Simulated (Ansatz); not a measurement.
**AlH3S (SMILES [AlH2][SH]): HF/STO-3G**

Aim: the electronic atomisation energy of AlH3S at HF/STO-3G, from 4 runs. 

The results are computed with Ansatz 0.2.0.

48 further runs of the same task are left out: 48 set aside as unsound or not needed.

## Step 1: The system as given

The species is AlH3S (5 atoms), meant as a singlet with charge 0. As SMILES, `[AlH2][SH]`. The coordinates come from a PBE0-D4/def2-TZVP relaxation.

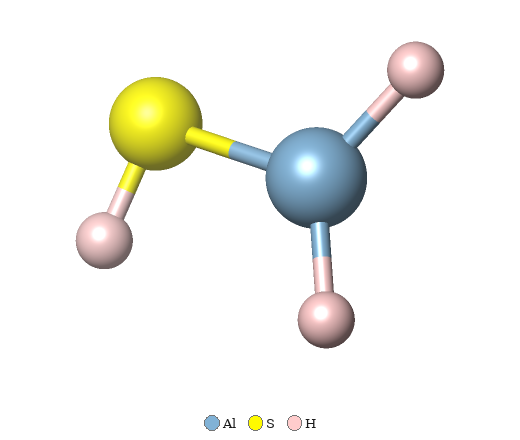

The structure, seen from a chosen angle (aluminium light blue, sulfur yellow, hydrogen pink).

## Step 2: The energy at HF/STO-3G

Contents of job.yaml:

```yaml
basis:
  gaussian:
    orbitals: STO-3G
crystal:
  periodic: [false, false, false]
  atoms:
    - {symbol: Al, position_ang: [-0.616100, -0.064200, -0.181700]}
    - {symbol: S, position_ang: [1.129100, -0.343100, 1.096600]}
    - {symbol: H, position_ang: [-1.981700, -0.650100, 0.351100]}
    - {symbol: H, position_ang: [-0.441100, 0.696000, -1.556400]}
    - {symbol: H, position_ang: [1.959700, 0.287800, 0.249000]}
hamiltonian:
  xc: hf
accuracy: high
output: {orbitals: {seedname: orbitals}}
```

The run is started by

```bash
$ ansatz run job.yaml --threads 1 --pin off --max-ram 3480MiB --events-out events.jsonl --progress --plain --runs-dir runs
```

The program printed:

```text
Warning: RAYON_NUM_THREADS=1 ignored (pool sized by the plan → 1); use --threads N
Functional definition: HF
  name "HF"
  exchange = exact_x
  correlation = 0
363 factors; integrals over basis functions are off by at most 8.9e-9 eV
mean field evaluation 1: about -17249.1448 eV, gradient 1.7e1 eV
mean field evaluation 2: about -17249.1492 eV, gradient 1.7e1 eV
mean field evaluation 4: about -17250.5300 eV, gradient 7.8e-1 eV
mean field evaluation 8: about -17250.5329 eV, gradient 2.0e-6 eV
mean field -17250.53285274 eV, -633.9453895071 hartree, gradient 5.4e-8 eV, S^2 0.000000; 0 other end points of the search recorded, 0 dependent functions left out
reference -17250.53285274 eV, -633.9453895071 hartree; 16, 16 occupied and 5, 5 virtual orbitals, 363 factors
Total energy: -17250.53285274 eV, -633.9453895071 hartree
```

Wall time 0.12 s (1 thread of Arm Neoverse V1, shared host).

## Step 3: The Al atom, same level

Contents of input.yaml:

```yaml
crystal:
  periodic: [false, false, false]
  atoms:
    - {symbol: Al, position_ang: [0.000000, 0.000000, 0.000000]}
basis:
  gaussian: {orbitals: STO-3G}
magnetization: {spin_polarized: true, initial_magnetization: 1}
accuracy: high
total_charge: 0
hamiltonian: {xc: hf}
```

The run is started by

```bash
$ ansatz run input.yaml --threads 1 --pin off --max-ram 3480MiB --events-out events.jsonl --progress --plain --runs-dir runs
```

The program printed:

```text
Warning: RAYON_NUM_THREADS=1 ignored (pool sized by the plan → 1); use --threads N
[... 4 set-up lines as earlier in the session ...]
42 factors; integrals over basis functions are off by at most 1.7e-9 eV
mean field evaluation 1: about -6499.6647 eV, gradient 7.7e-1 eV
mean field evaluation 2: about -6499.6653 eV, gradient 7.7e-1 eV
mean field evaluation 4: about -6499.6671 eV, gradient 3.6e-6 eV
mean field evaluation 8: about -6499.6667 eV, gradient 3.4e-1 eV
mean field -6499.66714747 eV, -238.8583620369 hartree, gradient 5.8e-9 eV, S^2 0.750003; 0 other end points of the search recorded, 0 dependent functions left out
reference -6499.66714747 eV, -238.8583620369 hartree; 7, 6 occupied and 2, 3 virtual orbitals, 42 factors
Total energy: -6499.66714747 eV, -238.8583620369 hartree
```

Wall time 0.04 s (1 thread of Arm Neoverse V1, shared host).

## Step 4: The H atom, same level

Contents of job.yaml:

```yaml
crystal:
  periodic: [false, false, false]
  atoms:
    - symbol: H
      position_ang: [0.000000, 0.000000, 0.000000]
basis:
  gaussian: {orbitals: STO-3G}
total_charge: 0
magnetization: {spin_polarized: true, initial_magnetization: 1}
hamiltonian: {xc: hf}
accuracy: high
```

Run the same way, it converges to -0.46658 Eh (log not shown).

## Step 5: The S atom

Contents of job.yaml:

```yaml
crystal:
  periodic: [false, false, false]
  atoms:
    - {symbol: S, position_ang: [0.000000, 0.000000, 0.000000]}
basis:
  gaussian: {orbitals: STO-3G}
magnetization: {spin_polarized: true, initial_magnetization: 2}
hamiltonian: {xc: hf}
accuracy: high
```

Run the same way, it converges to -393.13022 Eh (log not shown).

## Step 6: Summary of results

Level: HF/STO-3G.

```
                     quantity          value
       molecule: total energy  -633.94539 Eh
        molecule: HOMO energy       -6.67 eV
        molecule: LUMO energy        8.61 eV
      molecule: HOMO–LUMO gap       15.28 eV
        Al atom: total energy  -238.85836 Eh
                Al atom: ⟨S²⟩          0.750
         H atom: total energy    -0.46658 Eh
                 H atom: ⟨S²⟩          0.750
         S atom: total energy  -393.13022 Eh
                 S atom: ⟨S²⟩          2.000
electronic atomisation energy      15.158 eV
```

Taking the molecule apart into free atoms costs 15.16 eV (1463 kJ/mol), before zero-point energy and without spin-orbit coupling. Hartree–Fock lacks the correlation of the bonding pairs, which as a rule makes this value much too low; in minimal bases other errors can mask that. In a minimal basis such a difference can be off by several eV, whatever the method.
